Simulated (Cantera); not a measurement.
Feed: 1 mol C₃H₈, 0.54 mol CO₂, 2.4 mol N₂, held at 11.3 Torr.

Method: chemical equilibrium by Gibbs-energy minimisation in Cantera with the NASA 1993 tables (ideal gas, pure condensed phases). Candidate condensed phases: C, C₆H₆, C₇H₈, C₈H₁₈, H₂O; 136 gas species. Kinetics and transport are ignored.

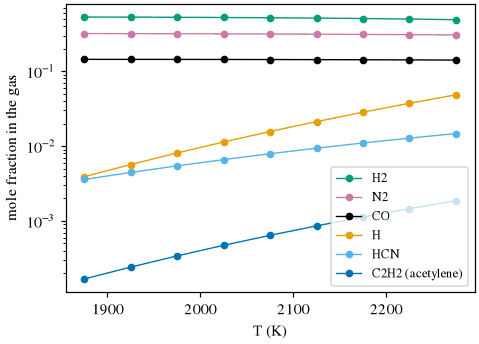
Fig. 1. Equilibrium gas composition (values under 1e-9 drawn at 1e-9)

From 1875 K to 2275 K the condensed part is C(graphite). The main C-bearing gas is CO throughout. The share of C in condensed phases is highest at 1875 K (68.6 %) and lowest at 2275 K (65.2 %).
